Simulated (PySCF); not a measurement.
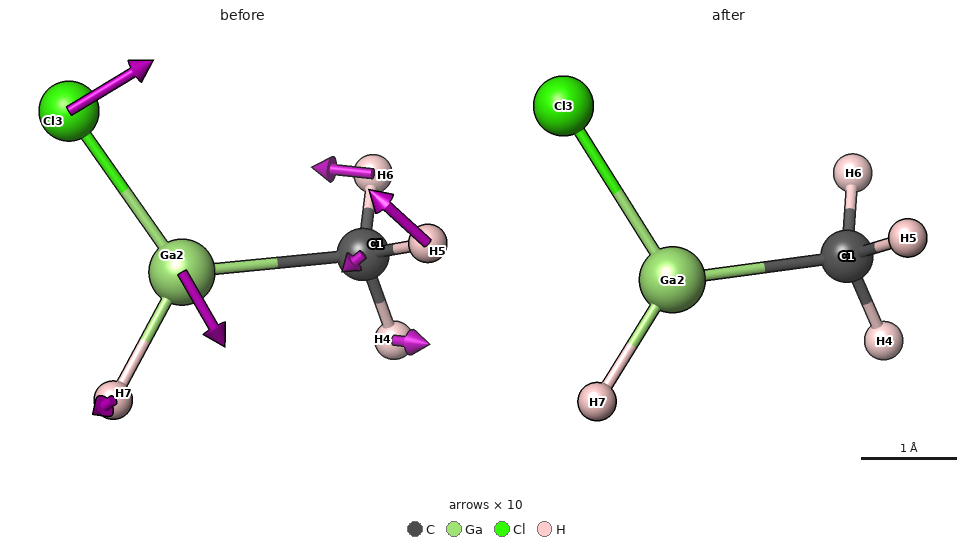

The structure of CH$_{4}$ClGa before (left) and after (right) a relaxation, at one scale. The purple arrows give the displacements, 10 times their true length.

A ball-and-stick model, seen at a tilt.

The start comes from GFN2-xTB. Its atoms were then displaced at random by about 0.01 Å.

These are results of PySCF 2.14.0, density-fitted response routines, PBE0-D3(BJ)/def2-SVP geometry optimisation, gas phase, not measurements. 

Question: What changed between the two?

Answer: The largest move after the best rigid fit is that of Cl3, 0.11 Å. Largest moves by element: Cl 0.11 Å, Ga 0.09 Å, H 0.09 Å, C 0.03 Å. Near-neighbour distances that change, for instance: Ga2–Cl3 2.075 → 2.164 Å, C1–Ga2 2.010 → 1.951 Å, C1–H6 1.071 → 1.099 Å, Ga2–H7 1.585 → 1.561 Å. Bond angles that change, for instance: C1–Ga2–H7 126.3° → 131.5°, C1–Ga2–Cl3 119.2° → 114.5°, Ga2–C1–H5 111.6° → 108.9°. Over 5 geometry steps the energy falls by 11.7 kJ/mol. The run took 15 s on 1 thread of Arm Neoverse V1, on a shared host.
